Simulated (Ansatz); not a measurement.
A computed series for hypothetical diamond Mg: pressure series

Base system: Mg in the diamond structure (space group Fd-3m, No. 227; a hypothetical phase, not in the database extracts checked).

```xyz
2
Lattice="0.0000 3.3916 3.3916 3.3916 0.0000 3.3916 3.3916 3.3916 0.0000" Properties=species:S:1:pos:R:3 pbc="T T T"
Mg     5.0873     5.0873     5.0873
Mg     3.3916     3.3916     3.3916
```

Cell and atoms are relaxed at each pressure.

Level of theory: Ansatz (an electronic-structure program), PBEsol, PAW, cutoff 420 eV, no spin-orbit coupling.

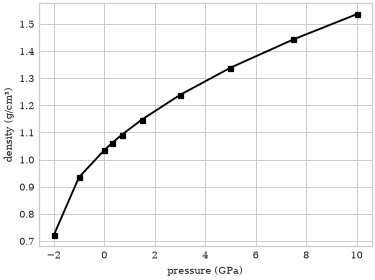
Figure. Density against pressure

**Question.** From the plot, what is the density for pressure 3 GPa?

**Answer.** About 1.24 g/cm³.

**Question.** Is the trend monotonic over the range shown?

**Answer.** Yes, it rises throughout, spanning 0.72 g/cm³ to 1.54 g/cm³.

Load acts through the strain it causes; cell and atoms are relaxed under it. No phonon test of stability was made. Competing high-pressure phases were not computed.
